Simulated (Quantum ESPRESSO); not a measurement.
# Dipole at the next field: 2H-TiI2, 1 layer

**Set-up.** Quantum ESPRESSO 7.5, vdW-DF-cx, GBRV ultrasoft, PBE files; sawtooth field along the normal with dipole correction, ions clamped, threshold 1e-9 Ry; cell area 12.245 Å².

| field (V/Å) | dipole (e Å a cell) |
| --- | --- |
| 0 | 0.00000 |
| 0.1 | 0.04054 |
| 0.2 | 0.08107 |

One more run was made and is withheld. What is the dipole at 0.3 V/Å, and what electrostatic thickness 4πα/A follows from the rows?

By hand: The slope is (0.08107 − (0.00000))/0.2 = 0.4053 e Å²/V, so 4πα/A = 180.95 × 0.4053/12.245 = 5.99 Å. Linear response gives p = 0.00000 + 0.4053 × (0.3) = 0.12160 e Å; a parabola through the three rows gives 0.12159.

What the calculation gave: p = 0.12229 e Å. The line misses by 0.6 % of the induced dipole and the parabola by 0.6 %. The response is linear over this range.

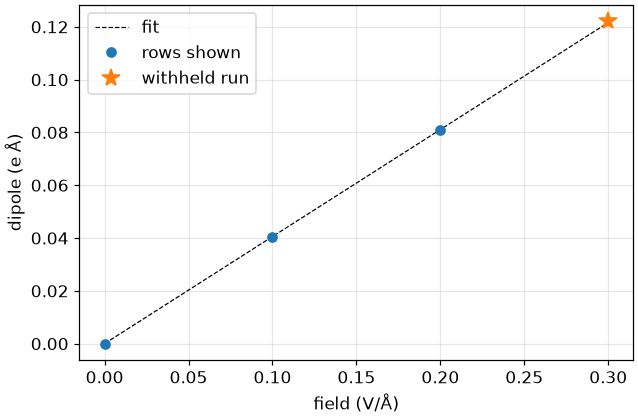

The rows shown, the fit and the withheld run.

**Limits.** Electrons alone respond; local and semilocal functionals tend to overscreen.
